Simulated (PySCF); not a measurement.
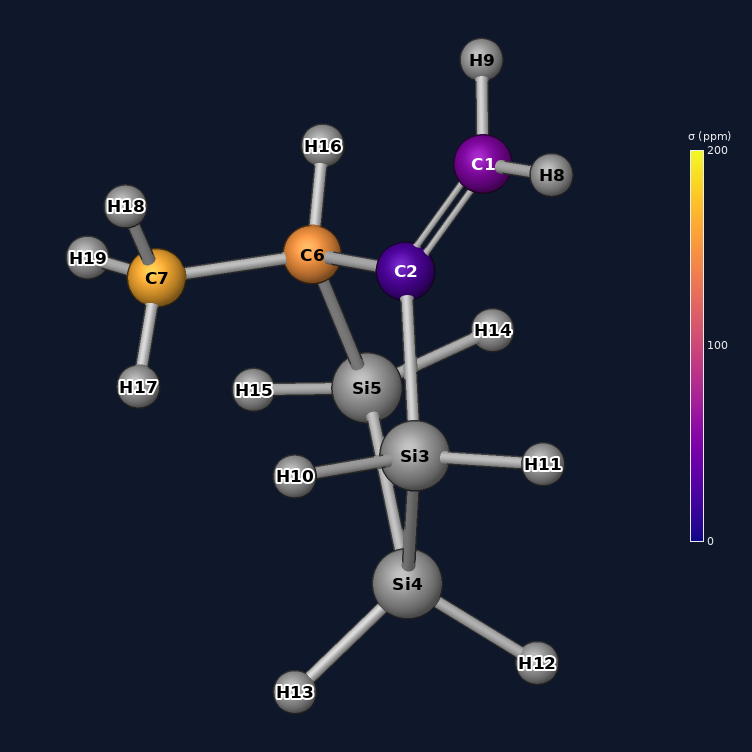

Atoms are coloured by their isotropic NMR shieldings (C only, the others grey). The computed structure is the end point of a GFN2-xTB optimisation. No frequency run is at hand to confirm it as a minimum. Level of theory: GIAO PBE0/pcSseg-1 NMR shielding, non-relativistic, gas phase (PySCF 2.14.0).

List the isotropic NMR shieldings of the C atoms.

```json
{"atom": "C1", "σ (ppm)": "53.5"}
{"atom": "C2", "σ (ppm)": "26.8"}
{"atom": "C6", "σ (ppm)": "150.6"}
{"atom": "C7", "σ (ppm)": "164.1"}
```

The geometry is semi-empirical. Around Si such bond lengths and angles can be off by a tenth of an ångström or more and by several degrees, and values that hang on the shape move with them.
